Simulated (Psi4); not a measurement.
AlH$_{2}$SF: single-point calculation (part 1 of 2)

AlH$_{2}$SF, computed with MP2/CBS, RHF (Psi4 1.11).

The geometry comes from this level: PBE0-D4/def2-TZVP.

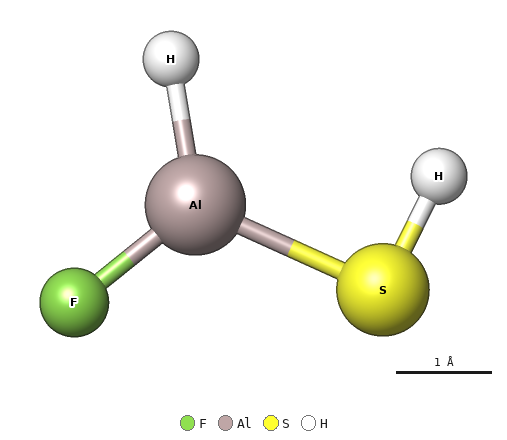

Figure 1. The structure (ball-and-stick view, seen on its broad side). Sticks mark near contacts. Bond lengths as drawn: Al–F 1.65 Å, Al–H 1.57 Å, Al–S 2.17 Å and H–S 1.35 Å.

The input (job.py):
```python
import psi4

psi4.set_memory('1600 MB')
psi4.set_num_threads(1)
psi4.set_output_file('alfh2s.out', False)

mol = psi4.geometry("""
0 1
F
Al 1 1.64543
S 2 2.16865 1 116.33657
H 2 1.569465 1 119.79481 3 -179.99841
H 3 1.345303 2 91.63141 4 -0.05407
units angstrom
""")

psi4.set_options({
    'freeze_core': True,
})

result = psi4.energy('mp2/cc-pv[tq]z')
print('E =', round(result, 9))
```

Run as:
```bash
python job.py
```

The program's output:
```
Psi4 1.11 release

  //>>>>>>>>>>>>>>>>>>>>>>>>>>>>>>>>>>>//
  //          CBS Computations         //
  //<<<<<<<<<<<<<<<<<<<<<<<<<<<<<<<<<<<//

    -----------------------------------------------------------------------
                               Psi4 1.11 release

    h
    h
    h

    -----------------------------------------------------------------------

    Memory:     1.5 GiB
    Threads:    1
                ecpint, einsums, f̶o̶r̶t̶e̶, gauxc, gcp, g̶d̶m̶a̶, geometric, g̶p̶u̶_̶d̶f̶c̶c̶,
                i̶n̶t̶e̶g̶r̶a̶t̶o̶r̶x̶x̶, i̶p̶i̶, libefp, m̶d̶i̶, m̶p̶2̶d̶, m̶r̶c̶c̶, ooo,
                o̶p̶e̶n̶f̶e̶r̶m̶i̶o̶n̶p̶s̶i̶4̶, pcmsolver, p̶s̶i̶4̶f̶o̶c̶k̶c̶i̶, p̶s̶i̶x̶a̶s̶,
                p̶y̶e̶i̶n̶s̶u̶m̶s̶, r̶e̶s̶p̶, s̶i̶m̶i̶n̶t̶, s̶n̶s̶m̶p̶2̶,
                v̶2̶r̶d̶m̶_̶c̶a̶s̶s̶c̶f̶

    SCF Algorithm Type (re)set to DF.

   => Loading Basis Set <=

    Name: CC-PVQZ
    Role: ORBITAL
    Keyword: BASIS

         ---------------------------------------------------------
                                   SCF
                              RHF Reference
                        1 Threads,   1525 MiB Core
         ---------------------------------------------------------

  ==> Geometry <==

    Molecular point group: c1
    Full point group: C1

    Geometry (in Bohr), charge = 0, multiplicity = 1:

       Center              X                  Y                   Z               Mass
    ------------   -----------------  -----------------  -----------------  -----------------
         F           -0.000028394617     1.468882765582    -3.168190738171    18.998403162730
         AL          -0.000028394617     1.468882765582    -0.058778679559    26.981538530000
         S           -0.000028394617    -2.203897491969     1.759340126671    31.972071174400
         H           -0.000099819556     4.042686260135     1.414942886490     1.007825032230
         H            0.002296051520    -1.141365628198     4.068902246164     1.007825032230

  Running in c1 symmetry.

  Rotational constants: A =      0.79232  B =      0.11926  C =      0.10366 [cm^-1]
  Rotational constants: A =  23753.25273  B =   3575.44278  C =   3107.66379 [MHz]
  Nuclear repulsion =  130.763163134140797

  Charge       = 0
  Multiplicity = 1
  Electrons    = 40
  Nalpha       = 20
  Nbeta        = 20

  ==> Algorithm <==

  SCF Algorithm Type is DF.
  DIIS enabled.
  MOM disabled.
  Fractional occupation disabled.
  Guess Type is SAD.
  Energy threshold   = 1.00e-08
  Density threshold  = 1.00e-08
  Integral threshold = 1.00e-12

  ==> Primary Basis <==

  Basis Set: CC-PVQZ
    Blend: CC-PVQZ
    Number of shells: 69
    Number of basis functions: 233
    Number of Cartesian functions: 288
    Spherical Harmonics?: true
    Max angular momentum: 4

   => Loading Basis Set <=

    Name: (CC-PVQZ AUX)
    Role: JKFIT
    Keyword: DF_BASIS_SCF

  ==> Integral Setup <==

  DFHelper Memory: AOs need 0.207 GiB; user supplied 1.118 GiB.
  SCF_SUBTYPE=INCORE selected. In-core MEM_DF algorithm will be used.
  Using in-core AOs.

  ==> MemDFJK: Density-Fitted J/K Matrices <==

    J tasked:                   Yes
    K tasked:                   Yes
    wK tasked:                   No
    Memory [MiB]:              1144
    Algorithm:                 Core
    Schwarz Cutoff:           1E-12
    Mask sparsity (%):       6.2554
    Fitting Condition:        1E-10

   => Auxiliary Basis Set <=

  Basis Set: (CC-PVQZ AUX)
    Blend: CC-PVQZ-JKFIT
    Number of shells: 134
    Number of basis functions: 504
    Number of Cartesian functions: 656
    Spherical Harmonics?: true
    Max angular momentum: 5

  Minimum eigenvalue in the overlap matrix is 7.0710433576E-05.
  Reciprocal condition number of the overlap matrix is 1.1272125814E-05.
    Using symmetric orthogonalization.

  ==> Pre-Iterations <==

  SCF Guess: Superposition of Atomic Densities via on-the-fly atomic UHF (no occupation information).

   -------------------------
    Irrep   Nso     Nmo
   -------------------------
     A        233     233
   -------------------------
    Total     233     233
   -------------------------

  ==> Iterations <==

                           Total Energy        Delta E     RMS |[F,P]|

   @DF-RHF iter SAD:  -739.31921300877286   -7.39319e+02   0.00000e+00
   @DF-RHF iter   1:  -740.18317427976694   -8.63961e-01   1.89431e-03 ADIIS/DIIS
   @DF-RHF iter   2:  -740.23564538827202   -5.24711e-02   1.28815e-03 ADIIS/DIIS
   @DF-RHF iter   3:  -740.25962330170864   -2.39779e-02   1.16979e-04 ADIIS/DIIS
   @DF-RHF iter   4:  -740.26039164132226   -7.68340e-04   4.70805e-05 DIIS
   @DF-RHF iter   5:  -740.26054972258817   -1.58081e-04   1.34748e-05 DIIS
   @DF-RHF iter   6:  -740.26056613631670   -1.64137e-05   2.61708e-06 DIIS
   @DF-RHF iter   7:  -740.26056677978261   -6.43466e-07   6.76122e-07 DIIS
   @DF-RHF iter   8:  -740.26056681020555   -3.04229e-08   1.65761e-07 DIIS
   @DF-RHF iter   9:  -740.26056681264936   -2.44381e-09   4.86264e-08 DIIS
   @DF-RHF iter  10:  -740.26056681290061   -2.51248e-10   1.44833e-08 DIIS
   @DF-RHF iter  11:  -740.26056681292596   -2.53522e-11   4.00265e-09 DIIS
  Energy and wave function converged.

  ==> Post-Iterations <==

    Orbital Energies [Eh]
    ---------------------

    Doubly Occupied:

       1A    -91.956498     2A    -58.509022     3A    -26.256857
       4A     -8.961077     5A     -6.642500     6A     -6.641678
       7A     -6.641065     8A     -4.923377     9A     -3.239981
      10A     -3.237637    11A     -3.236573    12A     -1.545484
      13A     -0.966121    14A     -0.685616    15A     -0.634449
      16A     -0.629541    17A     -0.552763    18A     -0.522851
      19A     -0.437553    20A     -0.398193

    Virtual:

      21A      0.050738    22A      0.076907    23A      0.086040
      24A      0.101729    25A      0.130680    26A      0.167271
      27A      0.191908    28A      0.196989    29A      0.209073
      30A      0.209152    31A      0.246582    32A      0.255067
      33A      0.285059    34A      0.314253    35A      0.332784
      36A      0.338427    37A      0.387723    38A      0.407344
      39A      0.410961    40A      0.434018    41A      0.485376
      42A      0.517835    43A      0.535926    44A      0.557521
      45A      0.583646    46A      0.594628    47A      0.612553
      48A      0.630435    49A      0.635363    50A      0.660414
      51A      0.690306    52A      0.694265    53A      0.705187
      54A      0.723886    55A      0.748662    56A      0.785758
      57A      0.822756    58A      0.846219    59A      0.857903
      60A      0.888877    61A      0.925099    62A      0.931578
      63A      0.966941    64A      0.993647    65A      1.007355
      66A      1.029750    67A      1.078186    68A      1.112722
      69A      1.172696    70A      1.247075    71A      1.266502
      72A      1.278933    73A      1.279217    74A      1.300378
      75A      1.368931    76A      1.426807    77A      1.441568
      78A      1.460668    79A      1.477900    80A      1.494601
      81A      1.533208    82A      1.538595    83A      1.540508
      84A      1.568141    85A      1.595161    86A      1.606859
      87A      1.642802    88A      1.677043    89A      1.681758
      90A      1.703394    91A      1.720831    92A      1.737492
      93A      1.777170    94A      1.780705    95A      1.802962
      96A      1.843390    97A      1.845339    98A      1.870172
      99A      1.888030   100A      1.921826   101A      1.939212
     102A      1.977097   103A      2.033158   104A      2.098263
     105A      2.105700   106A      2.182447   107A      2.205357
     108A      2.265661   109A      2.303240   110A      2.333956
     111A      2.391558   112A      2.397235   113A      2.481600
     114A      2.488133   115A      2.516170   116A      2.561304
     117A      2.576389   118A      2.602519   119A      2.638404
     120A      2.747830   121A      2.773632   122A      2.778686
     123A      2.894510   124A      2.900592   125A      2.953296
     126A      3.104863   127A      3.110955   128A      3.139425
     129A      3.266526   130A      3.384467   131A      3.390232
     132A      3.430906   133A      3.432336   134A      3.440872
     135A      3.464422   136A      3.476844   137A      3.521316
     138A      3.535391   139A      3.616752   140A      3.638224
     141A      3.664388   142A      3.699212   143A      3.709277
     144A      3.744438   145A      3.777519   146A      3.821952
     147A      3.910934   148A      3.942026   149A      3.942104
     150A      4.002142   151A      4.089731   152A      4.253104
     153A      4.367540   154A      4.457082   155A      4.562386
     156A      4.621474   157A      4.645766   158A      4.836772
     159A      4.898646   160A      4.940125   161A      5.056369
     162A      5.079101   163A      5.622366   164A      5.647219
     165A      5.705127   166A      5.733569   167A      6.049294
     168A      6.061040   169A      6.108081   170A      6.121579
     171A      6.155747   172A      6.178999   173A      6.215638
     174A      6.301961   175A      6.387206   176A      6.390720
     177A      6.424989   178A      6.468691   179A      6.548705
     180A      6.619841   181A      6.624512   182A      6.688484
     183A      7.018288   184A      7.219512   185A      7.352730
     186A      7.901232   187A      7.976518   188A      8.024234
     189A      8.074337   190A      8.276170   191A      8.301930
     192A      8.322530   193A      8.353283   194A      8.411969
     195A      8.440840   196A      8.508928   197A      8.578313
     198A      8.845422   199A      8.894539   200A      8.955162
     201A      9.017284   202A      9.142735   203A      9.384035
     204A      9.444054   205A     10.680127   206A     11.809031
     207A     11.992431   208A     11.992750   209A     11.997705
     210A     11.997741   211A     11.999663   212A     12.006060
     213A     12.014770   214A     12.027609   215A     12.723657
     216A     12.868866   217A     13.199997   218A     13.444217
     219A     14.062363   220A     15.294672   221A     15.300431
     222A     15.414723   223A     15.468157   224A     15.499117
     225A     15.634827   226A     15.649986   227A     16.634912
     228A     16.674370   229A     16.955760   230A     17.025031
     231A     17.047780   232A     19.367124   233A     54.164135

    Final Occupation by Irrep:
              A
    DOCC [    20 ]
    NA   [    20 ]
    NB   [    20 ]

  @DF-RHF Final Energy:  -740.26056681292596

   => Energetics <=

    Nuclear Repulsion Energy =            130.7631631341407967
    One-Electron Energy =               -1288.8097861019389256
    Two-Electron Energy =                 417.7860561548721989
    Total Energy =                       -740.2605668129259584

Computation Completed

Properties will be evaluated at   0.000000,   0.000000,   0.000000 [a0]

Properties computed using the SCF density matrix

 Multipole Moments:

 ------------------------------------------------------------------------------------
     Multipole            Electronic (a.u.)      Nuclear  (a.u.)        Total (a.u.)
 ------------------------------------------------------------------------------------

 L = 1.  Multiply by 2.5417464519 to convert [e a0] to [Debye]
 Dipole X            :         -0.0008649            0.0011172            0.0002523
 Dipole Y            :          0.3922343           -0.0456184            0.3466159
 Dipole Z            :         -3.6407446            4.3554477            0.7147031
 Magnitude           :                                                    0.7943193

 ------------------------------------------------------------------------------------

	total time  =          3 seconds =       0.05 minutes

  //>>>>>>>>>>>>>>>>>>>>>>>>>>>>>>>>>>>//
  //               DFMP2               //
  //<<<<<<<<<<<<<<<<<<<<<<<<<<<<<<<<<<<//

   => Loading Basis Set <=

    Name: (CC-PVQZ AUX)
    Role: RIFIT
    Keyword: DF_BASIS_MP2

	 --------------------------------------------------------
	                          DF-MP2
	      2nd-Order Density-Fitted Moller-Plesset Theory
	              RMP2 Wavefunction,   1 Threads

	 --------------------------------------------------------

   => Auxiliary Basis Set <=

  Basis Set: (CC-PVQZ AUX)
    Blend: CC-PVQZ-RI
    Number of shells: 136
    Number of basis functions: 558
    Number of Cartesian functions: 745
    Spherical Harmonics?: true
    Max angular momentum: 5

	 --------------------------------------------------------
	                 NBF =   233, NAUX =   558
	 --------------------------------------------------------
	   CLASS    FOCC     OCC    AOCC    AVIR     VIR    FVIR
	   PAIRS      11      20       9     213     213       0
	 --------------------------------------------------------
```
